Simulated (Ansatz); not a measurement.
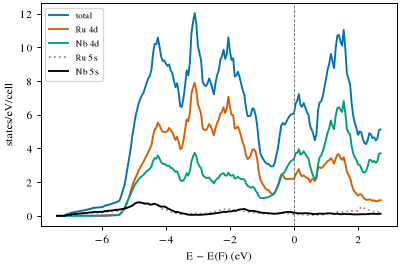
Total and projected density of states of NbRu in space group P2/m (No. 10; Nb on 2m, Nb on 1a, Ru on 1e, Ru on 2n), the program Ansatz at the PBE level (PAW)

Q: Which orbitals carry the states next to the Fermi level?

A: Within 0.5 eV of the Fermi level: Nb 4d 53 %, Ru 4d 39 %. Projections are on Löwdin-orthogonalised atomic valence shells; empty p or d shells of many metals are not among them.

Q: Where is the tallest occupied peak in this window, and what makes it?

A: Near -3.1 eV, about 12 states/eV per cell; the largest projected share is Ru 4d.

The start of the workflow was typed in or built on a structure type; neither database checked (COD, Materials Project) lists it. COD files the formula under space group No. 123, 221. Whether it is the stable phase at ambient conditions was not checked. Symmetry was held in the PBE relaxation; whether a distortion lowers the energy is not shown. The run is not spin-polarised. Spin–orbit coupling is left out wherever it is not named.

Potentials: the later of the program's two PAW sets.
